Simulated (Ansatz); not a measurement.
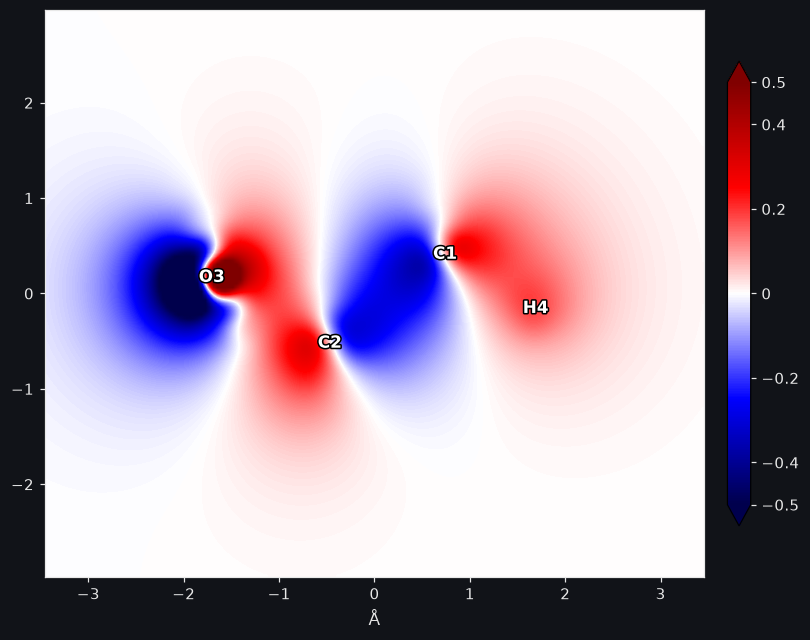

The picture shows: C2H6O (SMILES CCO). The HOMO−1 on the plane of atoms C1, C2 and O3 (values in Å⁻³ᐟ²; the overall sign is arbitrary).

Geometry: PBE-D3(BJ)/def2-SVP.

The calculation used Ansatz 0.2.0, isolated molecule in a Gaussian basis; Kohn-Sham density functional theory, functional PBE0.

Input file:

```
crystal:
  periodic: [false, false, false]
  atoms:
    - {symbol: C, position_ang: [-2.445335, -0.298028, 0.264312]}
    - {symbol: C, position_ang: [-1.160072, -0.640626, -0.483480]}
    - {symbol: O, position_ang: [-0.544275, 0.487749, -1.080305]}
    - {symbol: H, position_ang: [-2.869102, -1.188710, 0.772707]}
    - {symbol: H, position_ang: [-3.222386, 0.086317, -0.431424]}
    - {symbol: H, position_ang: [-2.255581, 0.484600, 1.026349]}
    - {symbol: H, position_ang: [-1.362966, -1.449663, -1.230652]}
    - {symbol: H, position_ang: [-0.410723, -1.054934, 0.224237]}
    - {symbol: H, position_ang: [-1.187223, 0.861686, -1.710548]}
basis:
  gaussian:
    orbitals: def2-TZVPD
hamiltonian:
  xc: pbe0
output: {forces: true, orbitals: {seedname: orbitals}}
```

Run with:

```sh
ansatz run input.yaml --threads 2 --pin off --max-ram 5220MiB --events-out events.jsonl --progress --plain --runs-dir runs
```

Q: Where does this orbital lie, and at what energy?

A: By Hirshfeld shares it lies mainly on O3 (about 30 %), C2 (about 20 %), C1 (about 15 %), H8 (about 15 %) and H7 (about 5 %). Its energy is −9.26 eV.
